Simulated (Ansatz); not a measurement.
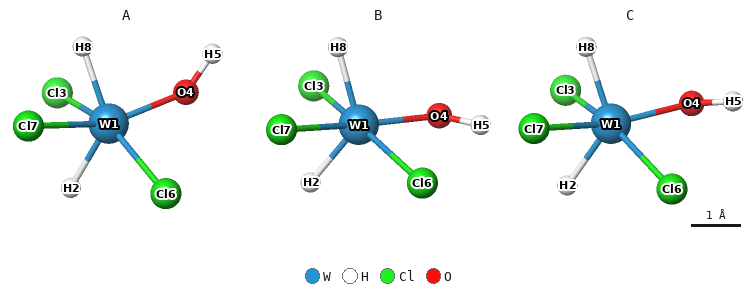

3 geometries from a converged minimum-energy path of WH₃OCl₃, shuffled. The picture is a ball-and-stick view, seen from a free direction.

All numbers below come from RKS PBE/def2-SVP (Ansatz 0.2.0). Set-up: 7 movable images; climbing image; force threshold 0.05 eV/Å; iteration limit 60; starting path through a guess of the saddle point.

Which of them lies highest in energy?

Answer. A. In order along the path, whose images run from 0 to 8: A (image 4, +5.09 kJ/mol), C (image 6, +0.62 kJ/mol), B (image 7, −0.08 kJ/mol). No bond forms or breaks between the ends. Among the angles between lasting bonds that change up to the highest image: W1–O4–H5 123.6° → 137.0°, H2–W1–Cl6 101.5° → 89.1°.

The run took 4.8 min on 4 threads of Arm Neoverse V2, with other jobs on the host, peak memory 0.25 GiB.
